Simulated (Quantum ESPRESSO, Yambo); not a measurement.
# CaO (Lime): G0W0 with Yambo, start to end, part 2 of 2

How does a plane-wave GW calculation on CaO (Lime) run from the first input to the gap?

Quantum ESPRESSO 7.5 and Yambo 5.3.0; PBE and many-body steps on it, plane waves. Known limits of the many-body steps: not at the basis limit.

So far. Step 3 (Bands along the symmetry lines): The gap is 3.662 eV, as in the run before at this level. Step 4 (Empty states on the mesh, 8×8×8 mesh, 124 bands): On this mesh the gap is 3.662 eV.

## (5) Conversion and set-up

This step: Yambo 5.3.0; conversion and set-up on PBE, plane waves, norm-conserving pseudopotentials.

The states are converted to the many-body program's format and the q mesh is built.

The run is started by

```console
$ (cd o/x.save; p2y > p2y.log; mv SAVE ../..); yambo > setup.log
```

Log:

```text
 Yambo, version 5.3.0

 [02] CORE Variables Setup
 =========================

  [02.01] Unit cells
  ==================

  Cell kind             :  FCC
  Atoms in the cell     :  Ca  O
  number of Ca atoms    :  1
  number of O  atoms    :  1

  List of atomic masses
  Mass of Ca    :  40.07800
  Mass of O     :  15.99900

  List of atomic coordinates    : [cc]
  Ca1       :  0.000000  0.000000  0.000000  order 1
  O1       :  4.547626  4.547626  4.547626  order 2

  Alat factors          :  4.547626  4.547626  4.547626 [a.u.]
  Direct lattice volume :  188.0980 [a.u.]
  Direct lattice vectors:  A[ 1 ]  A[ 2 ]  A[ 3 ]
   A[ 1 ]: -0.000000  1.000000  1.000000  [iru]
  -0.000000  4.547626  4.547626  [cc]
   A[ 2 ]:  1.000000 -0.000000  1.000000  [iru]
   4.547626 -0.000000  4.547626  [cc]
   A[ 3 ]:  1.000000  1.000000 -0.000000  [iru]
   4.547626  4.547626 -0.000000  [cc]

  Recip. lattice volume :  1.318729 [a.u.]
  Recip. lattice vectors:  B[ 1 ]  B[ 2 ]  B[ 3 ]
   B[ 1 ]: -0.500000  0.500000  0.500000  [iku]
  -0.690820  0.690820  0.690820  [cc]
   B[ 2 ]:  0.500000 -0.500000  0.500000  [iku]
   0.690820 -0.690820  0.690820  [cc]
   B[ 3 ]:  0.500000  0.500000 -0.500000  [iku]
   0.690820  0.690820 -0.690820  [cc]

  [02.02] Symmetries
  ==================

  Inversion symmetry    : yes
  Spatial inversion     : yes
  Inversion index       :  25
  K-space Time-reversal : no
  Magnetic symmetries   : no
  Group table correct   : yes
  Symmetries units      :  [cc]

   [S  1]:   1.0000     -0.21289E-16 -0.21289E-16 -0.21289E-16   1.0000      0.21289E-16  0.21289E-16  0.21289E-16   1.0000
   [S  2]:  -1.0000      0.21289E-16 -0.21289E-16  0.21289E-16  -1.0000      0.21289E-16 -0.21289E-16 -0.21289E-16   1.0000
   [S  3]:  -1.0000     -0.21289E-16  0.21289E-16  0.21289E-16   1.0000     -0.21289E-16 -0.21289E-16  0.21289E-16  -1.0000
[...]
[... 36 further rows ...]
   [S 47]: -0.21289E-16   1.0000      0.21289E-16  0.21289E-16 -0.21289E-16  -1.0000       1.0000      0.21289E-16 -0.21289E-16
   [S 48]: -0.21289E-16  -1.0000     -0.21289E-16  0.21289E-16  0.21289E-16   1.0000       1.0000     -0.21289E-16  0.21289E-16

  [02.03] Reciprocal space
  ========================

  nG shells         :  204
  nG charge         :  15593
  nG WFs            :  2613
  nC WFs            :  1964
  G-vecs. in first 20 shells:  [ Number ]
     1    9   15   27   51   59   65   89  113
    137   169   181   229   259   283   307   331   339
    387   411
  ...
  Shell energy in first 20 shells:  [ mHa ]
    0.00000      715.849      954.466      1908.93      2624.78      2863.40      3817.86      4533.71      4772.33
    5726.79      6442.64      7635.72      8351.57      8590.19      9544.66      10260.5      10499.1      11453.6
    12169.4      12408.1
  ...

  [02.04] K-grid lattice
  ======================

  Compatible Grid is   : 3D
[...]
K [29]         [rlu]:  0.250000 -0.500000 -0.250000
         WF components:  1912

  [02.05] Energies & Occupations
  ==============================

  [X] === General ===
  [X] Electronic Temperature                        :  0.000000  0.000000 [eV K]
  [X] Bosonic    Temperature                        :  0.000000  0.000000 [eV K]
  [X] Finite Temperature mode                       : no
  [X] El. density                                   :  0.57403E+24 [cm-3]
  [X] Fermi Level                                   :  7.745084 [eV]

  [X] === Gaps and Widths ===
  [X] Conduction Band Min                           :  3.662475 [eV]
  [X] Valence Band Max                              :  0.000000 [eV]
  [X] Filled Bands                                  :   8
  [X] Empty Bands                                   :    9  124
  [X] Direct Gap                                    :  4.036914 [eV]
  [X] Direct Gap localized at k                     :  21
  [X] Indirect Gap                                  :  3.662475 [eV]
  [X] Indirect Gap between kpts                     :   1  21
  [X] Last valence band width                       :  1.179441 [eV]
  [X] 1st conduction band width                     :  3.369635 [eV]

  E @ K [ 1]:  [eV]
   -37.674      -18.434      -18.434      -18.434      -15.464     -0.24040E-09 -0.20955E-09   0.0000
    4.71454   6.22765   6.22765   6.22765   7.71797   7.71797  14.99701  22.36333
  occ @ K [ 1]
   2.000000  2.000000  2.000000  2.000000  2.000000  2.000000  2.000000  2.000000
[...]
E @ K [ 2]:  [eV]
[...]
occ @ K [ 2]
[...]
E @ K [ 3]:  [eV]
[...]
occ @ K [ 3]
[...]
E @ K [ 8]:  [eV]
[...]
occ @ K [ 8]
[...]
E @ K [ 9]:  [eV]
[...]
occ @ K [ 9]
[...]
E @ K [10]:  [eV]
[...]
occ @ K [10]
[...]
E @ K [11]:  [eV]
[...]
occ @ K [11]
[...]
E @ K [12]:  [eV]
[...]
occ @ K [12]
[...]
E @ K [13]:  [eV]
[...]
occ @ K [13]
[...]
E @ K [14]:  [eV]
[...]
occ @ K [14]
[...]
[... 14 further k-points ...]
  E @ K [29]:  [eV]
[...]
occ @ K [29]
   2.000000  2.000000  2.000000  2.000000  2.000000  2.000000  2.000000  2.000000
   0.000000  0.000000  0.000000  0.000000  0.000000  0.000000  0.000000  0.000000

 [03] Transferred momenta grid and indexing
 ==========================================

 IBZ Q-points                                      :  29
 BZ  Q-points                                      :   512

 K/Q-points units:
 rlu = crystal or reduced units; cc = cartesian coordinates; iku = interal k-units

 Q [ 1]         [rlu]:  0.000000  0.000000  0.000000
 Q [ 2]         [rlu]:  0.36619E-18  0.36619E-18  0.12500
 Q [ 3]         [rlu]:  0.69434E-17 -0.20812E-16  0.25000
[...]
Q [ 8]         [rlu]:  0.20821E-16  0.12500      0.37500
 Q [ 9]         [rlu]:  0.11143E-16  0.12500      0.50000
 Q [10]         [rlu]: -0.13887E-16  0.12500     -0.37500
     [... 17 further rows ...]
 Q [28]         [rlu]:  0.125000 -0.500000 -0.375000
 Q [29]         [rlu]:  0.250000 -0.500000 -0.250000

  [03.01] X indexes
  =================

   [03.01.01] Sigma indexes
   ========================

 [06] Game Over & Game summary
```

Wall time 2.9 s (1 MPI rank of Intel Xeon 6975P-C (Granite Rapids), shared host); peak memory 0.24 GiB.

## (6) Screening and self-energy, 8×8×8 mesh, 124 bands, screening to 210.9 eV

G0W0 replaces the xc potential by the self-energy, built once from these orbitals. Only a window of levels is corrected, while the sums run over the empty bands that the input names.

This step: G0W0 on PBE, plane waves, norm-conserving pseudopotentials.

The input, gw1.in:

```
HF_and_locXC
gw0
dyson
ppa
em1d
rim_cut
RandQpts= 1000000
RandGvec= 1 RL
EXXRLvcs= 72 Ry
VXCRLvcs= 288 Ry
Chimod= "HARTREE"
% BndsRnXp
 1 | 124 |
%
NGsBlkXp= 15.5 Ry
% LongDrXp
 1 | 1 | 1 |
%
% GbndRnge
 1 | 124 |
%
DysSolver= "n"
ExtendOut
PPAPntXp= 27.21138 eV
% QPkrange
 1 | 1 | 7 | 10 |
 21 | 21 | 7 | 10 |
%
```

The run is started by

```console
$ OMP_NUM_THREADS=1 mpirun -n 4 yambo -F gw1.in -J gw1 -C gw1 > gw1.log
```

Log:

```text
 Yambo, version 5.3.0

 [02] CORE Variables Setup
 =========================

  [... cell, symmetries and grids as in the set-up ...]

  [02.05] Energies & Occupations
  ==============================

  [X] === General ===
  [X] Electronic Temperature                        :  0.000000  0.000000 [eV K]
  [X] Bosonic    Temperature                        :  0.000000  0.000000 [eV K]
  [X] Finite Temperature mode                       : no
  [X] El. density                                   :  0.57403E+24 [cm-3]
  [X] Fermi Level                                   :  7.745084 [eV]

  [X] === Gaps and Widths ===
  [X] Conduction Band Min                           :  3.662475 [eV]
  [X] Valence Band Max                              :  0.000000 [eV]
  [X] Filled Bands                                  :   8
  [X] Empty Bands                                   :    9  124
  [X] Direct Gap                                    :  4.036914 [eV]
  [X] Direct Gap localized at k                     :  21
  [X] Indirect Gap                                  :  3.662475 [eV]
  [X] Indirect Gap between kpts                     :   1  21
  [X] Last valence band width                       :  1.179441 [eV]
  [X] 1st conduction band width                     :  3.369635 [eV]

 [03] Transferred momenta grid and indexing
 ==========================================

 IBZ Q-points                                      :  29
 BZ  Q-points                                      :   512

 K/Q-points units:
 rlu = crystal or reduced units; cc = cartesian coordinates; iku = interal k-units

 Q [ 1]         [rlu]:  0.000000  0.000000  0.000000
 Q [ 2]         [rlu]:  0.36619E-18  0.36619E-18  0.12500
 Q [ 3]         [rlu]:  0.69434E-17 -0.20812E-16  0.25000
 Q [ 4]         [rlu]: -0.12791E-17 -0.12791E-17  0.37500
 Q [ 5]         [rlu]: -0.13887E-16  0.41624E-16 -0.50000
 Q [ 6]         [rlu]: -0.86059E-17  0.12500      0.12500
 Q [ 7]         [rlu]: -0.10406E-16  0.12500      0.25000
 Q [ 8]         [rlu]:  0.20821E-16  0.12500      0.37500
 Q [ 9]         [rlu]:  0.11143E-16  0.12500      0.50000
 Q [10]         [rlu]: -0.13887E-16  0.12500     -0.37500
     [... 17 further rows ...]
 Q [28]         [rlu]:  0.125000 -0.500000 -0.375000
 Q [29]         [rlu]:  0.250000 -0.500000 -0.250000

 [04] Coloumb potential Random Integration (RIM)
 ===============================================

  [04.01] RIM initialization
  ==========================

  * Diagonal components only detected *

  8 x (sBL volume)        :  0.020605 [a.u.]
  sBZ random points       :  1000000
  Points outside the sBZ  :   7987327
  RL volume               :  1.318729 [a.u.]
  Integrated volume       :  1.320821 [a.u.]

  [04.02] RIM integrals
  =====================

  Gamma point sphere radius             :  0.049729 [a.u.]
  Points outside the sphere             :   799513
  [Int_sBZ(q=0) 1/q^2]*(Vol_sBZ)^(-1/3) =:  7.764325
                                 should be <:  7.795600

  Summary of Coulomb integrals for non-metallic bands |Q|[au] RIM/Bare

  Q [1] 0.100000E-4 0.995988 * Q [2] 0.149567 1.066424
  Q [6] 0.172705 1.064810 * Q [12] 0.244242 1.027165
  Q [7] 0.286399 1.020494 * Q [3] 0.299134 1.018189
  Q [13] 0.345410 1.014680 * Q [11] 0.376402 1.012010
  Q [22] 0.386180 1.011726 * Q [8] 0.423039 1.009934
  Q [14] 0.448701 1.009099 * Q [4] 0.448701 1.008982
  Q [17] 0.488484 1.007725 * Q [23] 0.510869 1.007300
  Q [10] 0.518115 1.007036 * Q [18] 0.518115 1.007180
  Q [25] 0.546141 1.006592 * Q [9] 0.566252 1.006221
  Q [15] 0.572798 1.006126 * Q [5] 0.598268 1.005679
  Q [16] 0.616681 1.005413 * Q [19] 0.616681 1.005499
  Q [27] 0.622697 1.005345 * Q [24] 0.646203 1.005083
  Q [26] 0.663287 1.004958 * Q [21] 0.690820 1.004787
  Q [28] 0.712081 1.004608 * Q [20] 0.732726 1.004277
  Q [29] 0.772361 1.004157

 [05] Dipoles
 ============

  [05.01] Setup: observables and procedures
  =========================================

 [06] Dynamic Dielectric Matrix (PPA)
 ====================================

 [WR./gw1//ndb.pp]---------------------------------------------------------------
  Brillouin Zone Q/K grids (IBZ/BZ)                :    29   512    29   512
  RL vectors                                       :  2637 [WF]
  Coulomb cutoff potential                         : none
  Electronic Temperature                           :  0.000000 [K]
  Bosonic    Temperature                           :  0.000000 [K]
  PPA    diel. fun.  energies                      : Perdew, Burke & Ernzerhof(X)+Perdew, Burke & Ernzerhof(C)
  wavefunctions                                    : Perdew, Burke & Ernzerhof(X)+Perdew, Burke & Ernzerhof(C)
  Global Gauge                                     : length
  X matrix size                                    :  229
  X band range                                     :    1  124
  X e/h energy range                               : -1.000000 -1.000000 [eV]
  X Time ordering                                  : R
  X Hxc Kernel                                     : HARTREE
  X Drude frequency                                :  0.000000  0.000000
  X poles                                          :  100.0000 [o/o]
  RL vectors in the sum                            :  2637
  [r,Vnl] included                                 : yes
  Field direction                                  :  0.577350E-5  0.577350E-5  0.577350E-5
  BZ energy Double Grid                            : no
  BZ energy DbGd points                            : 0
  BZ Q point size factor                           : -1.000000
  X Optical Averaged directions                    : none

 [07] Local Exchange-Correlation + Non-Local Fock
 ================================================

 [VXC] Plane waves :  15593
 [EXS] Plane waves :  1989

 QP @ state[ 1 ] K range:  1  1
 QP @ state[ 1 ] b range:   7  10
 QP @ state[ 2 ] K range:  21  21
 QP @ state[ 2 ] b range:   7  10

 [xc] Functional : Perdew, Burke & Ernzerhof(X)+Perdew, Burke & Ernzerhof(C)
 [xc] LIBXC used to calculate xc functional
  PP Number of Atomic Species                      :  2
  NLCC RL compoments                               :  15593
  PP Number of Atomic Species                      :  2
  NLCC RL compoments                               :  15593

 [xc] E_xc :  -8.750644 [Ha]
      E_xc :  -17.50129 [Ry]

  Local XC kind (lXC) : Perdew, Burke & Ernzerhof(X)+Perdew, Burke & Ernzerhof(C)
  Non-Local XC kind (nlXC) : Hartree-Fock

  Corrections @ K [1] :  [eV]
 <7|nlXC|7> = -24.60215 -0.55581E-17 <7|lXC|7> = -19.38753  0.000000
 <8|nlXC|8> = -24.60216  0.21988E-17 <8|lXC|8> = -19.38753 -0.37763E-15
 <9|nlXC|9> = -6.476041  0.24048E-17 <9|lXC|9> = -10.89268  0.000000
 <10|nlXC|10> = -7.017062 -0.20870E-18 <10|lXC|10> = -13.89978  0.000000

  Corrections @ K [21] :  [eV]
 <7|nlXC|7> = -24.29054 -0.25625E-18 <7|lXC|7> = -18.91582 -0.75527E-15
 <8|nlXC|8> = -24.29055  0.36007E-17 <8|lXC|8> = -18.91582 -0.94408E-16
 <9|nlXC|9> = -5.929536 -0.13403E-17 <9|lXC|9> = -11.42990  0.37763E-15
 <10|nlXC|10> = -8.848404 -0.52194E-18 <10|lXC|10> = -16.11197  0.000000

 [08] Dyson equation: Newton solver
 ==================================

  [08.01] G0W0 (W PPA)
  ====================

  [  GW  ] Bands range     :    1  124
  [GW/PPA] G damping       :  0.100000 [eV]

  QP @ state[ 1 ] K range:  1  1
  QP @ state[ 1 ] b range:   7  10
  QP @ state[ 2 ] K range:  21  21
  QP @ state[ 2 ] b range:   7  10

   Sc/G bands                                       :    1  124
   Sc/G damping                                     :  0.100000 ev
   Sc bands terminator                              : no
   Sx RL components                                 :  1989

   QP @ state[ 1 ] K range                          :  1  1
   QP @ state[ 1 ] b range                          :   7  10
   QP @ state[ 2 ] K range                          :  21  21
   QP @ state[ 2 ] b range                          :   7  10
   GF energies kind                                 : Perdew, Burke & Ernzerhof(X)+Perdew, Burke & Ernzerhof(C)
   GF WF`s kind                                     : Perdew, Burke & Ernzerhof(X)+Perdew, Burke & Ernzerhof(C)
   Xs energies kind                                 : Perdew, Burke & Ernzerhof(X)+Perdew, Burke & Ernzerhof(C)
   Xs WF`s kind                                     : Perdew, Burke & Ernzerhof(X)+Perdew, Burke & Ernzerhof(C)

 [11] Game Over & Game summary
```

Wall time 12 min (4 MPI ranks); peak memory 2 GiB.

Numbers from this step:

```yaml
g0w0_gap_on_the_points_computed: 5.798 eV
starting_gap_on_the_mesh: 3.662 eV
k_of_the_valence_top: 0, 0, 0
k_of_the_conduction_bottom: 0, -0.5, -0.5
least_direct_g0w0_gap_on_the_computed_points: 6.190 eV
z_at_the_valence_top: 0.7812
z_at_the_conduction_bottom: 0.8500
```

The gap on the mesh goes from 3.66 eV to 5.80 eV, a correction of +2.14 eV.

Limits: finite bands, cutoff and mesh. v1 is the top filled band, c1 the lowest empty one. The levels before and after the correction (eV, zero at the valence-band top of each column):

```tsv
	conduction bottom	valence top
Kohn-Sham	3.66	0.00
G0W0	5.80	0.00
```

```tsv
	level	energy (eV)
Kohn-Sham	Γ v2-v1	0.000
Kohn-Sham	Γ c1	4.715
Kohn-Sham	Γ c2	6.228
Kohn-Sham	(0 -0.5 -0.5) v2-v1	-0.374
Kohn-Sham	(0 -0.5 -0.5) c1	3.662
Kohn-Sham	(0 -0.5 -0.5) c2	8.023
G0W0	Γ v2-v1	0.000
G0W0	Γ c1	6.190
G0W0	Γ c2	9.033
G0W0	(0 -0.5 -0.5) v2-v1	-0.487
G0W0	(0 -0.5 -0.5) c1	5.798
G0W0	(0 -0.5 -0.5) c2	11.053
```

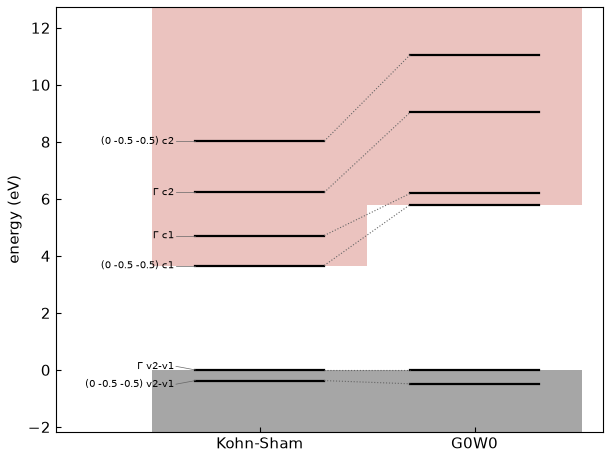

Levels before and after the correction. Shaded: valence and conduction bands.

## (7) Where the time went

Times are wall times on the hardware named with each run, good to a factor of about two.

```tsv
step	time	share	memory (GiB)
ground state	4.7 s	1 %	0.24
bands along the symmetry lines	3.3 s	0 %	0.22
empty states on the mesh	12 s	2 %	0.3
conversion and set-up	2.9 s	0 %	0.24
screening and self-energy	12 min	97 %	2.0
```

## (8) Summary of results

```yaml
pbe_gap: 3.66 eV, indirect
g0w0_gap_on_the_mesh: 5.80 eV
gw_settings: 8×8×8 mesh, 124 bands, screening to 210.9 eV, Godby-Needs plasmon pole
known_limits: not at the basis limit
```

What this shows: G0W0 moves the gap on the mesh from 3.66 eV to 5.80 eV (+2.14 eV), with Z of 0.78 and 0.85 at the edges. Only 2 of the mesh's irreducible points were corrected, so a valley elsewhere could overtake. The dearest step here is «screening and self-energy». Bands and cutoff are finite, so the gap is not at the basis limit. The miss can reach some tenths of an eV and take either sign; the mesh is an error of its own. In the G0W0 run levels were corrected at 2 k points alone, so a gap called «on the mesh» is the least over those, and an edge elsewhere would be missed.

[Paths, hosts, dates, memory and timing lines, banners, echoed tables and standing remarks are left out of the program output.]

[Logs are printed without paths, hosts, clocks, repeated set-up lines and the standing remarks that a program may print on its own settings, such as how far it seeks lower states.]

[Runs of the session that timed out or met a known fault of the program may be left out.]

[Hosts, paths, dates, database ids (printed as entryN), source tags and the programs' standing remarks are cut or masked in the printed files.]
